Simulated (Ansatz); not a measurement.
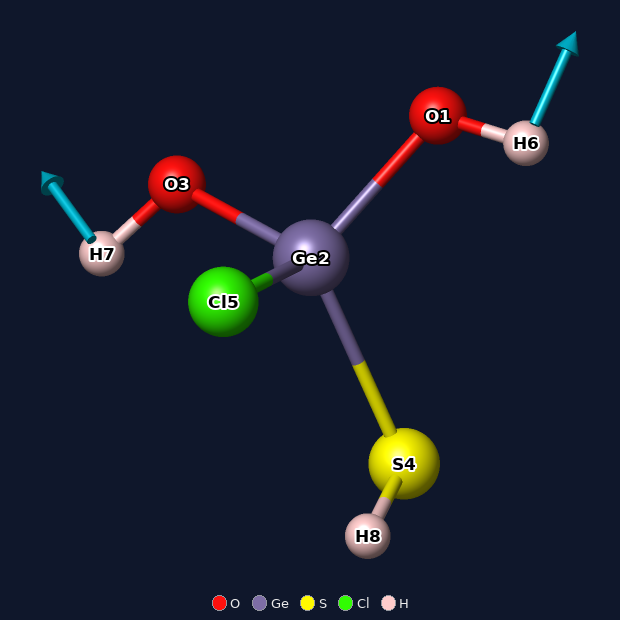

The arrows show one normal mode. Harmonic vibrations computed with RKS PBE0-D4/def2-TZVP (Ansatz 0.2.0) at a stationary point of the same level.

**Describe the motion.**

Mostly Ge–O–H bending.

**Estimate its harmonic wavenumber.**

959 cm⁻¹; it is mode 15 of 18 counted from the lowest.
